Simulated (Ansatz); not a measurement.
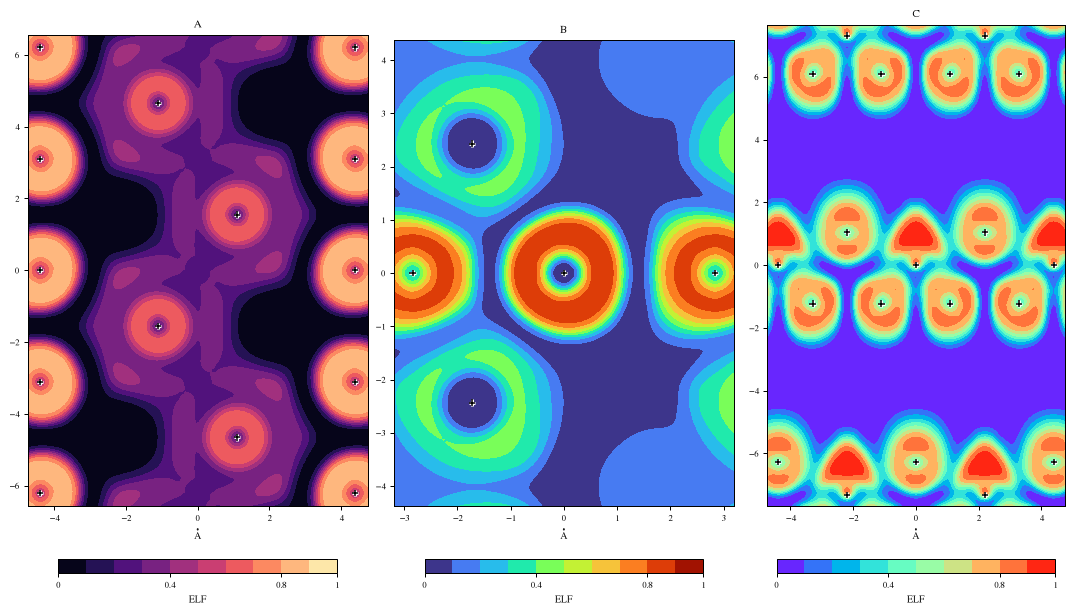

The ELF of 3 systems, each on a plane through atoms (crosses mark nuclei in the plane).

The calculation used DFT PBE, scalar-relativistic, plane waves, PAW (Ansatz).

System 1: SrTl$_{4}$O$_{3}$, the (110) plane of the conventional cell. Space group P-43m; a structure generated by program, which may or may not match a known phase.

```
Sr Tl O
1.0
     5.68416    0.00000    0.00000
     0.00000    5.68416    0.00000
     0.00000    0.00000    5.68416
Sr Tl O
1 4 3
Direct
  0.00000 0.00000 0.00000
  0.30262 0.30262 0.30262
  0.30262 0.69738 0.69738
  0.69738 0.30262 0.69738
  0.69738 0.69738 0.30262
  0.00000 0.00000 0.50000
  0.00000 0.50000 0.00000
  0.50000 0.00000 0.00000
```

System 2: SiGeF$_{6}$, the (100) plane of the conventional cell. Space group Amm2; a structure generated by program, which may or may not match a known phase.

```cif
data_structure
_symmetry_space_group_name_H-M 'P 1'
_symmetry_Int_Tables_number 1
_cell_length_a 4.5119
_cell_length_b 4.3887
_cell_length_c 14.6289
_cell_angle_alpha 90.000
_cell_angle_beta 90.000
_cell_angle_gamma 90.000
_cell_volume 289.68
loop_
_atom_site_label
_atom_site_type_symbol
_atom_site_fract_x
_atom_site_fract_y
_atom_site_fract_z
_atom_site_occupancy
Si1 Si 0.50000 0.00000 0.54569 1
Si2 Si 0.50000 0.50000 0.04569 1
Ge1 Ge 0.00000 0.00000 0.94144 1
Ge2 Ge 0.00000 0.50000 0.44144 1
F1 F 0.00000 0.75537 0.54506 1
F2 F 0.00000 0.25537 0.04506 1
F3 F 0.00000 0.24463 0.54506 1
F4 F 0.00000 0.74463 0.04506 1
F5 F 0.00000 0.50000 0.88216 1
F6 F 0.00000 0.00000 0.38216 1
F7 F 0.50000 0.25007 0.96191 1
F8 F 0.50000 0.75007 0.46191 1
F9 F 0.50000 0.74993 0.96191 1
F10 F 0.50000 0.24993 0.46191 1
F11 F 0.50000 0.50000 0.61676 1
F12 F 0.50000 0.00000 0.11676 1
```

System 3: K$_{2}$Os, the (110) plane of the cell of the magnetic structure. Space group I4₁/amd; a structure generated by program, which may or may not match a known phase; spin-polarised.

```
CELL_PARAMETERS angstrom
6.20807 6.20807 0.00000
-6.20807 6.20807 0.00000
0.00000 0.00000 8.76949
ATOMIC_POSITIONS crystal
K 0.37500 0.87500 0.12500
K 0.37500 0.37500 0.62500
K 0.87500 0.37500 0.12500
K 0.87500 0.87500 0.62500
K 0.12500 0.62500 0.12500
K 0.12500 0.12500 0.62500
K 0.62500 0.12500 0.12500
K 0.62500 0.62500 0.62500
K 0.37500 0.62500 0.37500
K 0.37500 0.12500 0.87500
K 0.87500 0.12500 0.37500
K 0.87500 0.62500 0.87500
K 0.12500 0.87500 0.37500
K 0.12500 0.37500 0.87500
K 0.62500 0.37500 0.37500
K 0.62500 0.87500 0.87500
Os 0.25000 0.25000 0.25000
Os 0.25000 0.75000 0.75000
Os 0.75000 0.75000 0.25000
Os 0.75000 0.25000 0.75000
Os 0.00000 0.00000 0.00000
Os 0.00000 0.50000 0.50000
Os 0.50000 0.50000 0.00000
Os 0.50000 0.00000 0.50000
```

Which map belongs to which system?

Panel A is system 3, K$_{2}$Os: the plane holds K and Os. K–K (3.10 Å): the ELF is about 0 at the midpoint: no localised pair shows between them. Panel B is system 1, SrTl$_{4}$O$_{3}$: the plane holds Sr, Tl and O. Tl–O (2.68 Å): the ELF is about 0.15 at the midpoint (no shared electron pair shows on this line). Panel C is system 2, SiGeF$_{6}$: the plane holds Si and F. Si–F (1.64 Å): the ELF peaks at about 0.80 between the atoms.
